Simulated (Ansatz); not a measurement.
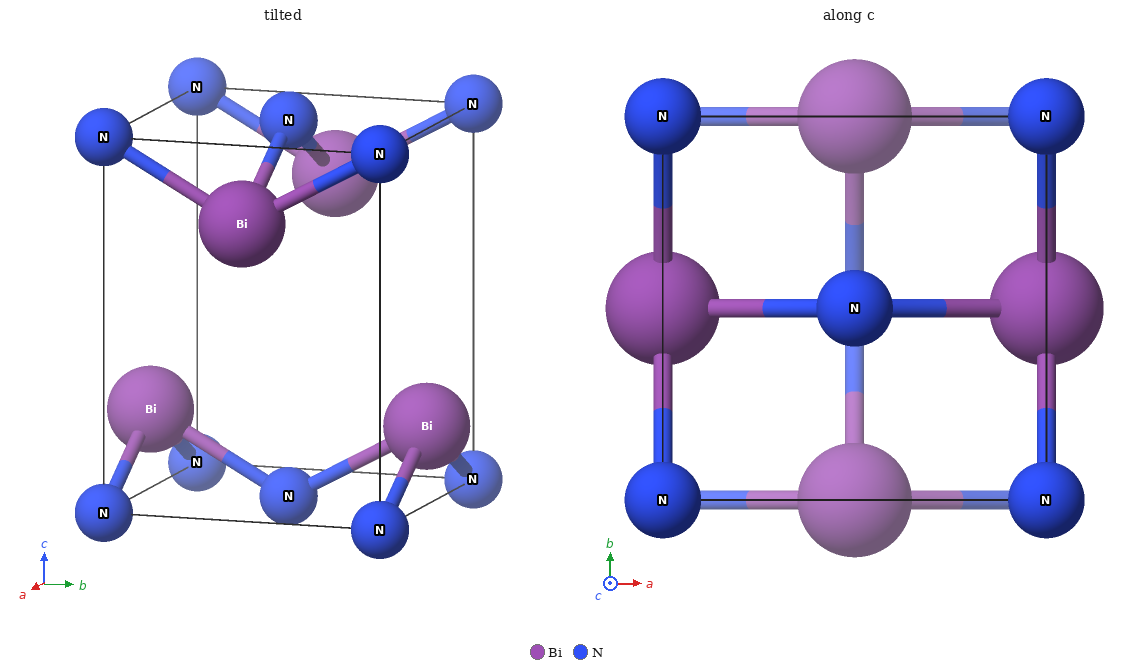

The image is a ball-and-stick drawing of a crystal, viewed slightly off an axis and along the c axis. The edges of the conventional unit cell are marked.

BiN, space group P4/nmm (No. 129), a = 4.052 Å, b = 4.052 Å, c = 5.312 Å, α = 90.00°, β = 90.00°, γ = 90.00°. The model was built from a structure type filled with these elements by a generator (whether the compound takes this form wasn't checked). Earlier steps of the study, as a rule a relaxation of our own, may have changed the cell and positions, so they can lie some per cent off the listed ones. It went into a calculation with Ansatz.

This one geometry was computed with Ansatz (DFT, plane waves, PAW) at four levels of theory: r2SCAN, PBEsol, LDA and PBE with spin-orbit coupling.

Question: Which level gives the highest pressure at this volume, and what does that say about its equilibrium volume?

Answer: Highest: PBE with spin-orbit coupling (0.6 GPa), which points to the largest equilibrium volume. Lowest, with the smallest volume: LDA (-5.2 GPa). Levels within 0.5 GPa of each other can't be told apart.

Question: How does the band gap change with the level of theory?

Answer: All levels give a metal, though semilocal functionals underestimate gaps and can close a small one.

Question: Collect the results in a table.

Answer:
| level | cutoff (eV) | k-mesh of the run's cell | gap (eV) | pressure (GPa) |
| --- | --- | --- | --- | --- |
| r2SCAN | 500 | 8×8×6 | metal | -2.9 |
| PBEsol | 420 | 8×8×6 | metal | -3.2 |
| LDA | 420 | 8×8×6 | metal | -5.2 |
| PBE with spin-orbit coupling | 420 | 8×8×6 | metal | 0.6 |

Gaps are taken on the k-mesh or band path of each run.
